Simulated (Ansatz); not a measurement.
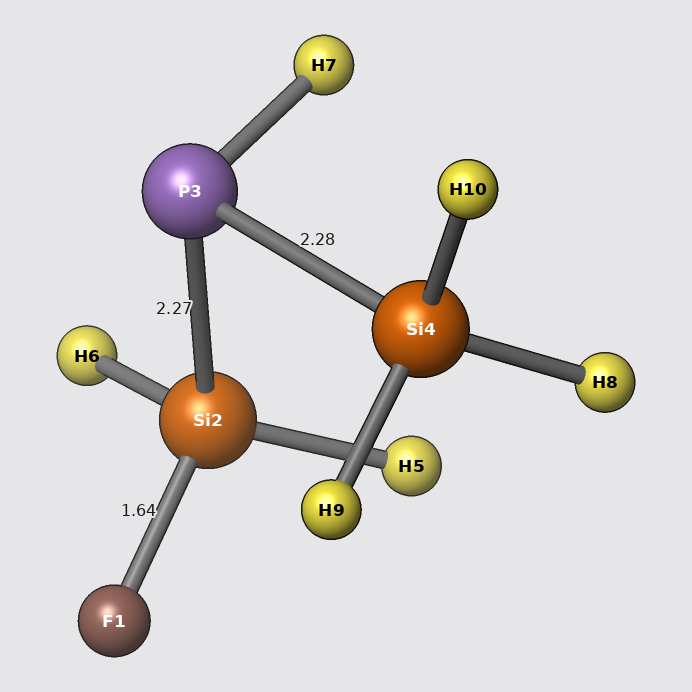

The numbers beside the sticks are distances in Å. Sticks don't show bond order. The computed structure is the end point of a PBE-D4/def2-SVP optimisation. No frequency run is at hand to confirm it as a minimum.

Assign a bond order to each marked bond.

F1–Si2 single; Si2–P3 single; P3–Si4 single.

Write the SMILES.

F[SiH2]P[SiH3]
